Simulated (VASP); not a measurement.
Band structure of FeAg2Sn3S8 (space group R-3m). Method: r2SCAN meta-GGA, VASP's PBE PAW potentials (set 64) (plane waves; VASP).

Unless said otherwise, spin-orbit coupling is left out, though it shifts the bands of the heavy elements here.

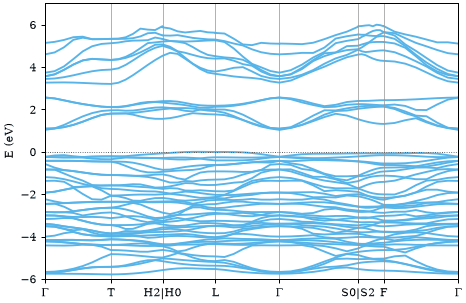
Fig. 1. Bands along high-symmetry lines, zero at the valence-band maximum or, without a gap, the Fermi level

Question: Read the plot: is there a gap, and where are the band edges?

Answer: The gap is indirect, 1.03 eV, from the valence maximum at H0-L at 0.71 to the conduction minimum at Γ.

The structure comes from a computed database's FeAg2Sn3S8 entry (R-3m); how it stands against other phases isn't given here. It was relaxed first. The run is not spin-polarised, so no magnetic state was tried.
